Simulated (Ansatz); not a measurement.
| atom | x (Å) | y (Å) | z (Å) |
| --- | --- | --- | --- |
| Ge | -0.1165 | 0.1597 | 0.0805 |
| H | 0.3738 | 0.2369 | 1.5408 |
| F | 1.2313 | 0.3063 | -1.0117 |
| H | -1.1114 | 1.2443 | -0.3715 |
| O | -0.9088 | -1.4265 | -0.1017 |
| H | -1.4598 | -1.5098 | -0.8942 |
| O | 1.3528 | -2.0936 | 1.3456 |
| H | 0.5942 | -2.4550 | 0.8577 |
| H | 0.9174 | -1.4950 | 1.9945 |

Not at a stationary point (largest force 1.0 eV/Å).

Theory: RKS B3LYP/def2-SVP (Ansatz 0.2.0).

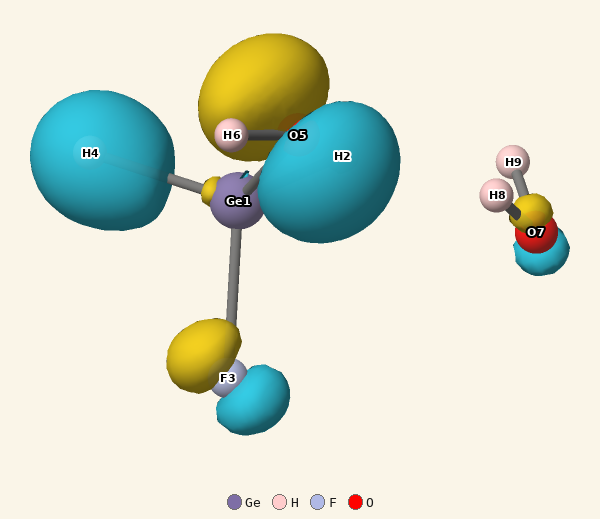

FGeH3O···H2O. The HOMO−1 at ±0.2 Å⁻³ᐟ² (yellow and cyan are the two phases), seen from one side.

Q: What is the character of this orbital?

A: It lies mainly on O5 (about 55 %), H4 (about 15 %), Ge1 (about 15 %) and F3 (about 5 %). Its energy is −9.11 eV.
